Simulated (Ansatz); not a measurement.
Geometry relaxation, with input and output: GeH3Cl2F (part 1 of 2)

GeH3Cl2F, computed with RKS PBE/def2-SVP (Ansatz 0.2.0).

The input holds or restrains some coordinates. It belongs to a series of runs on one base structure; here: pulled along the bonds that form and break, towards end A.

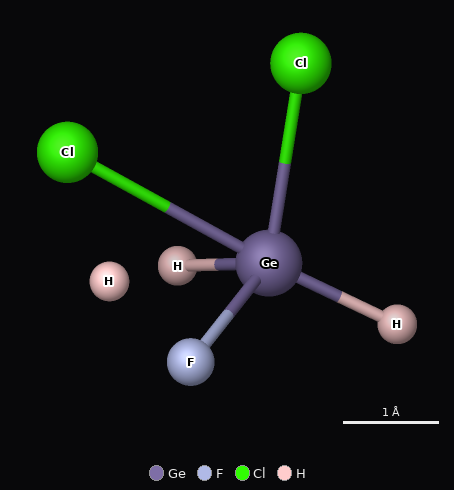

**Figure 1.** The starting structure (ball-and-stick view, seen at a tilt). Sticks mark near contacts. Bond lengths as drawn: Cl–Ge 2.22 to 2.52 Å, F–Ge 2.03 Å and Ge–H 1.55 Å.

**Key numbers**

```json
{"quantity": "outcome", "value": "converged under the restraints of the input"}
{"quantity": "total energy", "value": "−84292.5382 eV"}
{"quantity": "mean-field energy", "value": "−84292.5382 eV"}
{"quantity": "largest force (length of the vector) at the end, held atoms and coordinates included", "value": "1.449 eV/Å"}
{"quantity": "hardware", "value": "2 threads of Arm Neoverse V2, 24 GiB of memory available, shared host"}
{"quantity": "wall time", "value": "13 s (CPU time 25 s)"}
{"quantity": "peak memory", "value": "0.14 GiB"}
```

**Input**
```yaml
crystal:
  periodic: [false, false, false]
  atoms:
    - { symbol: Ge, position_ang: [0.0, 0.0, 0.0] }
    - { symbol: F, position_ang: [0.0, 0.0, 2.03] }
    - { symbol: Cl, position_ang: [2.0935, 0.0, -0.7393] }
    - { symbol: H, position_ang: [-0.73, 1.2648, -0.5162] }
    - { symbol: H, position_ang: [-0.73, -1.2648, -0.5162] }
    - { symbol: Cl, position_ang: [1.3216, 1.9931, 0.7946] }
    - { symbol: H, position_ang: [0.663, 0.9998, 1.915] }
basis:
  gaussian: { orbitals: def2-SVP }
hamiltonian:
  xc: pbe
relax:
  f_tol: 0.15
  max_steps: 25
  restrain:
    - { distance: [0, 5], at: 3.42, k: 30.0 }
    - { distance: [6, 1], at: 2.12, k: 30.0 }
    - { distance: [0, 1], at: 1.68, k: 30.0 }
    - { distance: [6, 5], at: 1.37, k: 30.0 }
output:
  orbitals: {}
```

Launch command:
```bash
ansatz run input.yaml --threads 2 --pin off --max-ram 3072MiB --backend cpu --events-out ev --progress --plain --runs-dir out
```

**The program's output**
```
The last accepted step is kept in [file] (removed where the run ends without a failure and the disk answers)
Engine: ansatz 0.2.0, aarch64-unknown-linux-gnu
Functional definition: PBE
  parameter kappa = 0.804
  parameter beta = 0.06672455060314922
  exchange = pbe_x(kappa = kappa, mu = beta*pi^2/3)
  correlation = pbe_c(beta = beta)
1063 factors; their error is unknown
mean field evaluation 1: about -84288.4101 eV, gradient 3.6e1 eV
mean field evaluation 2: about -84283.5274 eV, gradient 6.6e1 eV
mean field evaluation 4: about -84290.4584 eV, gradient 3.9e0 eV
mean field evaluation 8: about -84290.4980 eV, gradient 1.1e-1 eV
mean field evaluation 16: about -84290.4298 eV, gradient 1.5e-4 eV
mean field -84290.42984990 eV, -3097.6161628785 hartree, gradient 1.3e-5 eV, S^2 0.000000; 0 other end points of the search recorded, 0 dependent functions left out
the calculation of the forces begins
reference -84290.42987939 eV, -3097.6161639620 hartree; 39, 39 occupied and 58, 58 virtual orbitals, 1063 factors
relax step   1: F+E_penalty+E_count = -84290.42984990 eV  Δ(F+E_penalty+E_count) = +0.000e0 eV  max|allowed force component| = 3.217e0 eV/Å  E_restraint = 27.60072021 eV  max|allowed force component, restraints' pulls added| = 2.815e1 eV/Å  Δτ_max = 0.0000 Å  (27 SCF iters, accepted)
  distance Ge 0 - Cl 5 = 2.5200 Å
  distance H 6 - F 1 = 1.2052 Å
  distance Ge 0 - F 1 = 2.0300 Å
  distance H 6 - Cl 5 = 1.6358 Å
these checks for a lower state are left out or cut short: starts, cluster_reference, orbital_swaps, neighbouring_geometries, increment
1063 factors; their error is unknown
mean field -84291.01946477 eV, -3097.6378308251 hartree, gradient 8.7e-5 eV, S^2 0.000000; 0 other end points of the search recorded, 0 dependent functions left out
the calculation of the forces begins
reference -84291.01949448 eV, -3097.6378319170 hartree; 39, 39 occupied and 58, 58 virtual orbitals, 1063 factors
relax step   2: F+E_penalty+E_count = -84291.01946477 eV  Δ(F+E_penalty+E_count) = -5.896e-1 eV  max|allowed force component| = 2.919e0 eV/Å  E_restraint = 13.04871547 eV  max|allowed force component, restraints' pulls added| = 2.071e1 eV/Å  Δτ_max = 0.1949 Å  (30 SCF iters, accepted)
  distance Ge 0 - Cl 5 = 2.8221 Å
  distance H 6 - F 1 = 1.4763 Å
  distance Ge 0 - F 1 = 1.9484 Å
  distance H 6 - Cl 5 = 1.5313 Å
these checks for a lower state are left out or cut short: starts, cluster_reference, orbital_swaps, neighbouring_geometries, increment
1063 factors; their error is unknown
mean field -84291.50678681 eV, -3097.6557395800 hartree, gradient 4.8e-5 eV, S^2 0.000000; 0 other end points of the search recorded, 0 dependent functions left out
the calculation of the forces begins
reference -84291.50681704 eV, -3097.6557406910 hartree; 39, 39 occupied and 58, 58 virtual orbitals, 1063 factors
relax step   3: F+E_penalty+E_count = -84291.50678681 eV  Δ(F+E_penalty+E_count) = -4.873e-1 eV  max|allowed force component| = 4.082e0 eV/Å  E_restraint = 3.77313718 eV  max|allowed force component, restraints' pulls added| = 9.834e0 eV/Å  Δτ_max = 0.1948 Å  (29 SCF iters, accepted)
  distance Ge 0 - Cl 5 = 3.0577 Å
  distance H 6 - F 1 = 1.8121 Å
  distance Ge 0 - F 1 = 1.8354 Å
  distance H 6 - Cl 5 = 1.4067 Å
these checks for a lower state are left out or cut short: starts, cluster_reference, orbital_swaps, neighbouring_geometries, increment
1063 factors; their error is unknown
mean field evaluation 32: about -84292.1249 eV, gradient 2.5e-1 eV
mean field -84292.05865008 eV, -3097.6760201810 hartree, gradient 8.2e-6 eV, S^2 0.000000; 0 other end points of the search recorded, 0 dependent functions left out
the calculation of the forces begins
reference -84292.05868085 eV, -3097.6760213118 hartree; 39, 39 occupied and 58, 58 virtual orbitals, 1063 factors
relax step   4: F+E_penalty+E_count = -84292.05865008 eV  Δ(F+E_penalty+E_count) = -5.519e-1 eV  max|allowed force component| = 2.821e0 eV/Å  E_restraint = 0.32818365 eV  max|allowed force component, restraints' pulls added| = 3.460e0 eV/Å  Δτ_max = 0.1903 Å  (28 SCF iters, accepted)
  distance Ge 0 - Cl 5 = 3.2925 Å
  distance H 6 - F 1 = 2.0755 Å
  distance Ge 0 - F 1 = 1.7333 Å
  distance H 6 - Cl 5 = 1.3417 Å
these checks for a lower state are left out or cut short: starts, cluster_reference, orbital_swaps, neighbouring_geometries, increment
1063 factors; their error is unknown
mean field -84292.48351663 eV, -3097.6916337386 hartree, gradient 1.5e-5 eV, S^2 0.000000; 0 other end points of the search recorded, 0 dependent functions left out
the calculation of the forces begins
reference -84292.48354821 eV, -3097.6916348993 hartree; 39, 39 occupied and 58, 58 virtual orbitals, 1063 factors
relax step   5: F+E_penalty+E_count = -84292.48351663 eV  Δ(F+E_penalty+E_count) = -4.249e-1 eV  max|allowed force component| = 1.665e0 eV/Å  E_restraint = 0.04069095 eV  max|allowed force component, restraints' pulls added| = 6.088e-1 eV/Å  Δτ_max = 0.1971 Å  (29 SCF iters, accepted)
  distance Ge 0 - Cl 5 = 3.4209 Å
  distance H 6 - F 1 = 2.1294 Å
  distance Ge 0 - F 1 = 1.7193 Å
  distance H 6 - Cl 5 = 1.3371 Å
these checks for a lower state are left out or cut short: starts, cluster_reference, orbital_swaps, neighbouring_geometries, increment
1063 factors; their error is unknown
mean field -84292.53617542 eV, -3097.6935689134 hartree, gradient 2.2e-5 eV, S^2 0.000000; 0 other end points of the search recorded, 0 dependent functions left out
the calculation of the forces begins
reference -84292.53620736 eV, -3097.6935700873 hartree; 39, 39 occupied and 58, 58 virtual orbitals, 1063 factors
relax step   6: F+E_penalty+E_count = -84292.53617542 eV  Δ(F+E_penalty+E_count) = -5.266e-2 eV  max|allowed force component| = 1.407e0 eV/Å  E_restraint = 0.04773148 eV  max|allowed force component, restraints' pulls added| = 1.028e-1 eV/Å  Δτ_max = 0.2000 Å  (27 SCF iters, accepted)
  distance Ge 0 - Cl 5 = 3.4295 Å
  distance H 6 - F 1 = 2.1149 Å
  distance Ge 0 - F 1 = 1.7253 Å
  distance H 6 - Cl 5 = 1.3381 Å
these checks for a lower state are left out or cut short: starts, cluster_reference, orbital_swaps, neighbouring_geometries, increment
1063 factors; their error is unknown
mean field -84292.52728484 eV, -3097.6932421907 hartree, gradient 1.5e-5 eV, S^2 0.000000; 0 other end points of the search recorded, 0 dependent functions left out
the calculation of the forces begins
reference -84292.52731703 eV, -3097.6932433737 hartree; 39, 39 occupied and 58, 58 virtual orbitals, 1063 factors
relax step   7: F+E_penalty+E_count = -84292.52728484 eV  Δ(F+E_penalty+E_count) = +8.891e-3 eV  max|allowed force component| = 1.418e0 eV/Å  E_restraint = 0.05054156 eV  max|allowed force component, restraints' pulls added| = 5.678e-1 eV/Å  Δτ_max = 0.1514 Å  (27 SCF iters, rejected (line search))
  distance Ge 0 - Cl 5 = 3.4382 Å
  distance H 6 - F 1 = 2.1405 Å
  distance Ge 0 - F 1 = 1.7210 Å
  distance H 6 - Cl 5 = 1.3394 Å
these checks for a lower state are left out or cut short: starts, cluster_reference, orbital_swaps, neighbouring_geometries, increment
1063 factors; their error is unknown
mean field -84292.53813422 eV, -3097.6936408980 hartree, gradient 3.4e-5 eV, S^2 0.000000; 0 other end points of the search recorded, 0 dependent functions left out
the calculation of the forces begins
reference -84292.53816621 eV, -3097.6936420736 hartree; 39, 39 occupied and 58, 58 virtual orbitals, 1063 factors
relax step   8: F+E_penalty+E_count = -84292.53813422 eV  Δ(F+E_penalty+E_count) = -1.959e-3 eV  max|allowed force component| = 1.440e0 eV/Å  E_restraint = 0.04557685 eV  max|allowed force component, restraints' pulls added| = 1.213e-1 eV/Å  Δτ_max = 0.0528 Å  (24 SCF iters, accepted)
  distance Ge 0 - Cl 5 = 3.4288 Å
  distance H 6 - F 1 = 2.1154 Å
  distance Ge 0 - F 1 = 1.7235 Å
  distance H 6 - Cl 5 = 1.3376 Å
1063 factors; their error is unknown
mean field evaluation 64: about -84292.6038 eV, gradient 4.9e-2 eV
```

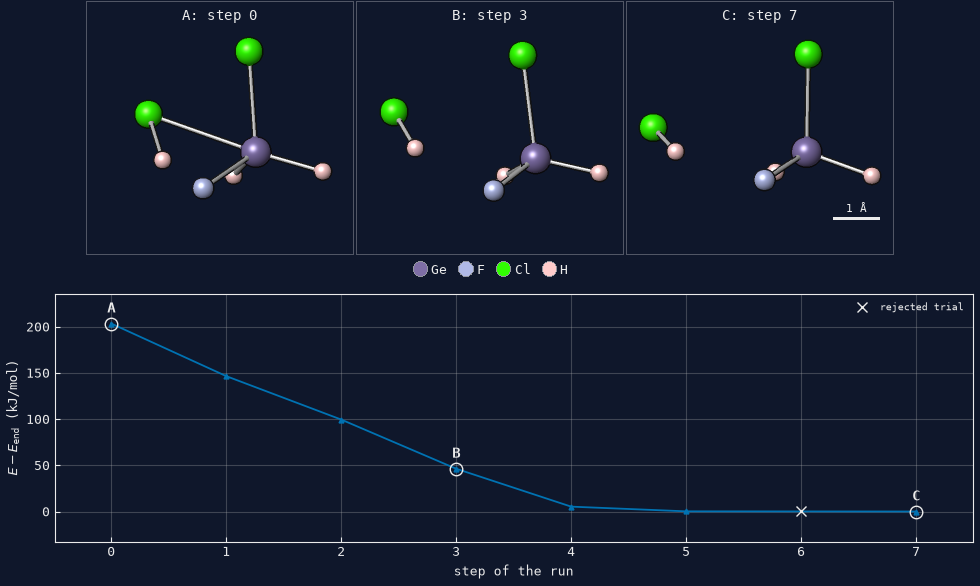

**Figure 2.** Frames of the restrained relaxation (ball-and-stick view, seen at a tilt) above the curves, on which the letters mark them (the first geometry is step 0 here and step 1 in the log).

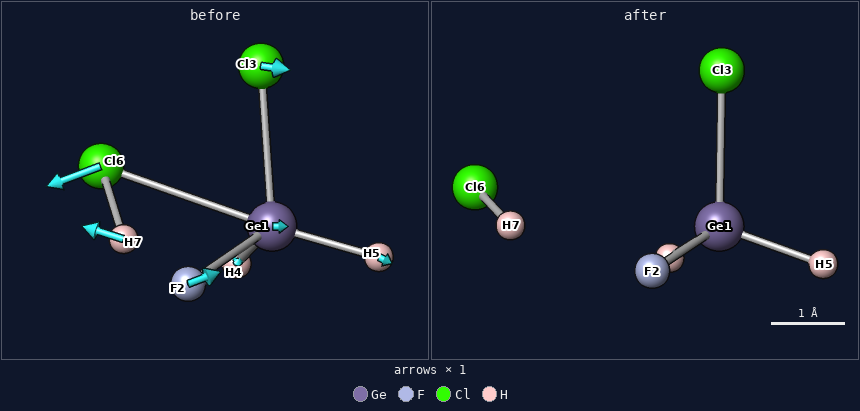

**Figure 3.** Before (left) and after (right) the restrained relaxation, at one scale (ball-and-stick view, seen at a tilt). The teal arrows give the displacements, at true length. After 7 geometry steps the energy has fallen by 203.4 kJ/mol. The largest force component goes from 3.2 to 1.4 eV/Å. The line search rejected the trial step at point 6 (counted from 0) and went back. The largest move after the best rigid fit is that of Cl6, 0.83 Å. By element the largest moves are Cl 0.83 Å, H 0.64 Å, F 0.52 Å, Ge 0.24 Å. Among the contacts that change: Ge1–Cl6 2.520 → 3.429 Å, Ge1–F2 2.030 → 1.724 Å, Cl6–H7 1.636 → 1.338 Å, Ge1–Cl3 2.220 → 2.162 Å. Bonds break: Ge1–Cl6 (2.52 → 3.43 Å). Among the angles that change: H4–Ge1–H5 109.5° → 116.7°, F2–Ge1–H5 109.5° → 105.1°, F2–Ge1–Cl3 109.5° → 107.2°. (Atoms are counted from 1 in the order of the input.)
